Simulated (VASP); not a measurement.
Band structure of As (a7). Level of theory: PBE GGA, VASP's PBE PAW potentials (set 64) (plane waves; VASP).

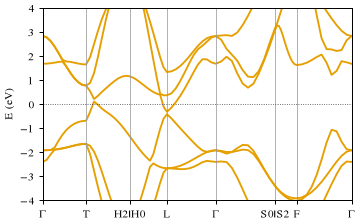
Fig. 1. Bands along high-symmetry lines, zero at the valence-band maximum or, without a gap, the Fermi level

Question: Read the plot: is there a gap, and where are the band edges?

Answer: It has no gap at this level: it comes out as a metal or semimetal. (Edges off the drawn lines would not show.)

The compound is As in the a7 structure. It was relaxed first.
